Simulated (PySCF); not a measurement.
# C2H4BCl (SMILES C=CBCl) in PySCF

Aim: a structure relaxation of C2H4BCl.

Program for the calculation: PySCF 2.14.0.

4 further runs of the same task are left out: 4 set aside as unsound or not needed.

## 1. The structure to begin with

The species is C2H4BCl (8 atoms), meant as a singlet with charge 0. SMILES: `C=CBCl`. All atoms were displaced at random from a relaxed shape. The run starts from this shape.

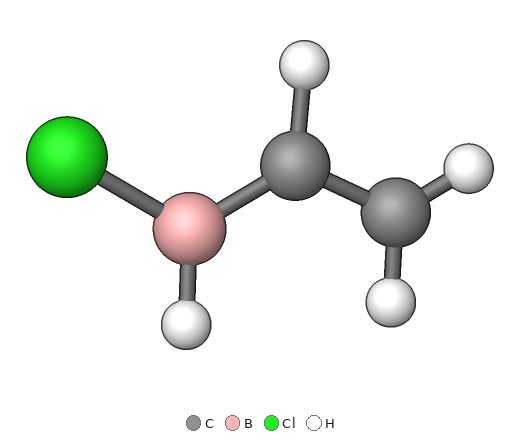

The structure, seen from a chosen angle (carbon grey, boron pink, chlorine green, hydrogen white).

## 2. The job

Contents of mol.sdf:

```

     RDKit          3D

  8  7  0  0  0  0  0  0  0  0999 V2000
    0.3649    1.2891   -0.2350 C   0  0  0  0  0  0  0  0  0  0  0  0
    0.3294    0.0251    0.3214 C   0  0  0  0  0  0  0  0  0  0  0  0
   -0.5988   -1.0392   -0.0857 B   0  0  0  0  0  0  0  0  0  0  0  0
   -0.5795   -2.5723    0.7575 Cl  0  0  0  0  0  0  0  0  0  0  0  0
   -0.2880    1.3784   -1.0752 H   0  0  0  0  0  0  0  0  0  0  0  0
    0.9946    2.0322    0.0605 H   0  0  0  0  0  0  0  0  0  0  0  0
    0.9933    0.0333    1.3159 H   0  0  0  0  0  0  0  0  0  0  0  0
   -1.2215   -0.9791   -1.0356 H   0  0  0  0  0  0  0  0  0  0  0  0
  2  1  2  0
  3  2  1  0
  4  3  1  0
  5  1  1  0
  6  1  1  0
  7  2  1  0
  8  3  1  0
M  END
$$$$
```

Contents of calc.py:

```python
from pyscf import gto, dft
from pyscf.geomopt.geometric_solver import kernel as optimise
from rdkit import Chem

rd = Chem.MolFromMolFile('mol.sdf', removeHs=False, sanitize=False)
xyz = rd.GetConformer().GetPositions()
geom = [(a.GetSymbol(), tuple(x)) for a, x in zip(rd.GetAtoms(), xyz)]
for s, x in geom:
    print('%-2s %12.6f %12.6f %12.6f' % (s, *x))

system = gto.M(
    atom=geom,
    basis='pc-0',
    charge=0,
    verbose=3,
    max_memory=1860,
)

mf = dft.RKS(system)
mf.xc = 'hcth407'
mf = mf.sfx2c1e()
mf = mf.density_fit(auxbasis='cc-pvdz-jkfit')
converged, mol_eq = optimise(mf, maxsteps=2)
print('converged:', converged)
print(mol_eq.tostring())

mf.reset(mol_eq)
system = mol_eq
mf.kernel()
energy = mf.e_tot
print(f'total energy: {energy:.8f} hartree')
```

Run with:

```console
OMP_NUM_THREADS=1 python calc.py
```

Standard output:

```text
C      0.364900     1.289100    -0.235000
C      0.329400     0.025100     0.321400
B     -0.598800    -1.039200    -0.085700
[... 4 lines of this table left out ...]
H     -1.221500    -0.979100    -1.035600

maxiter                   2
----------------------------------------------------------
Custom engine selected.
Bonds will be generated from interatomic distances less than 1.20 times sum of covalent radii
24 internal coordinates being used (instead of 24 Cartesians)
Internal coordinate system (atoms numbered from 1):
Distance 1-2
Distance 1-5
Distance 1-6
Distance 2-3
Distance 2-7
Distance 3-4
Distance 3-8
Angle 2-1-6
Angle 5-1-6
Angle 1-2-7
Angle 3-2-7
Angle 2-3-8
Angle 4-3-8
Out-of-Plane 1-2-5-6
Out-of-Plane 2-1-3-7
Out-of-Plane 3-2-4-8
Dihedral 5-1-2-3
Dihedral 5-1-2-7
Dihedral 6-1-2-3
Dihedral 6-1-2-7
Dihedral 1-2-3-4
Dihedral 1-2-3-8
Dihedral 7-2-3-4
Dihedral 7-2-3-8
Translation-X 1-8
Translation-Y 1-8
Translation-Z 1-8
Rotation-A 1-8
[... 6 lines left out ...]
> Convergence Criteria:
> Will converge when all 5 criteria are reached:
[... 16 lines left out ...]
WARN: Mole.unit (angstrom) is changed to Bohr
[... 1 line left out ...]
converged SCF energy = -564.616846989291
[... 9 lines left out ...]
Step    0 : Gradient = 6.082e-02/1.085e-01 (rms/max) Energy = -564.6168469893
[... 10 lines left out ...]
converged SCF energy = -564.635416019577
[... 12 lines left out ...]
Geometry optimization cycle 3
Cartesian coordinates (Angstrom)
 Atom        New coordinates             dX        dY        dZ
   C   0.378392   1.292074  -0.238111    0.067546  0.060943  0.047771
   C   0.350808   0.073053   0.373355   -0.059510  0.029372 -0.023884
   B  -0.560282  -1.086354  -0.110218   -0.030459 -0.017621 -0.059804
[... 4 lines of this table left out ...]
   H  -1.297617  -0.990152  -1.064968   -0.097841 -0.058032 -0.042709
converged SCF energy = -564.638241904871
--------------- DFsfX2C1eRKS_Scanner gradients ---------------
         x                y                z
0 C     0.0034178159    -0.0022536045     0.0069704141
1 C     0.0078532302    -0.0018691909     0.0104224675
2 B     0.0010746353    -0.0078951196     0.0015347872
[... 4 lines of this table left out ...]
7 H    -0.0043117135     0.0021280481    -0.0044448376
----------------------------------------------
cycle 3: E = -564.638241905  dE = -0.00282589  norm(grad) = 0.0335303
Step    2 : Displace = 1.076e-01/1.316e-01 (rms/max) Trust = 1.000e-01 (=) Grad = 1.185e-02/2.214e-02 (rms/max) E (change) = -564.6382419049 (-2.826e-03) Quality = 0.394
Hessian Eigenvalues: 2.29871e-02 2.30009e-02 2.55756e-02 ... 3.84270e-01 4.34447e-01 4.90267e-01
Maximum iterations reached (2); increase --maxiter for more
Geometry optimization failed to converge in 2 iterations
converged: False
C           0.37839198        1.29207389       -0.23811115
C           0.35080841        0.07305329        0.37335549
B          -0.56028167       -1.08635368       -0.11021786
[... 4 lines of this table left out ...]
H          -1.29761746       -0.99015227       -1.06496794
converged SCF energy = -564.638241904878
total energy: -564.63824190 hartree
```

It took 11 s on 1 thread of AMD EPYC 9R45 (Zen 5), shared host; peak memory 0.54 GiB.

## 3. Reading the log

No converged result was reached.

The telling line is `Geometry optimization failed to converge in 2 iterations`. The fault: few steps. To mend it: steps 100 in place of 2.
